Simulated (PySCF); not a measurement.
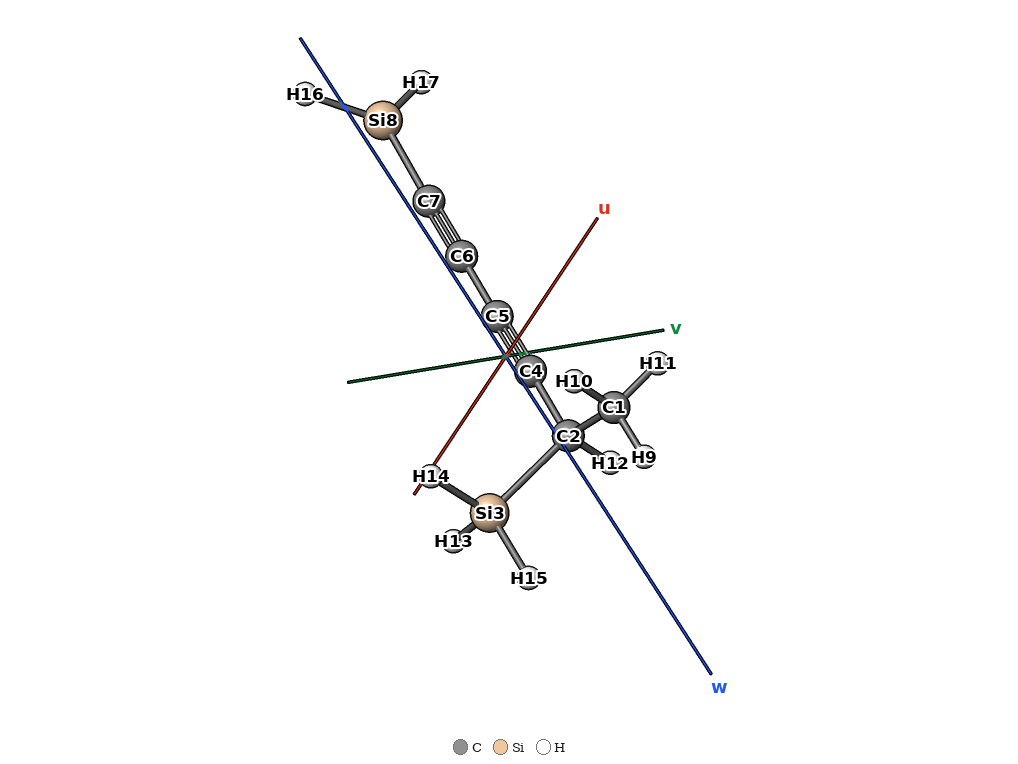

The lines u, v and w are the principal axes of the g tensor. State: neutral, doublet. The computed structure is the end point of a GFN2-xTB optimisation. No frequency run is at hand to confirm it as a minimum. Level of theory: UKS B3LYP, pcH-1 on C H Si, non-relativistic, mean-field spin-orbit, GIAO (PySCF 2.14.0).

Along which axis does g lie farthest from the free-electron value?

Answer. Along v: the shift is 1555 ppm.

Give the principal values and shifts.

```tsv
axis	g	shift (ppm)
u	2.00221	−107
v	2.00387	1555
w	2.00363	1309
```

The geometry is semi-empirical. Around Si such bond lengths and angles can be off by a tenth of an ångström or more and by several degrees, and values that hang on the shape move with them.
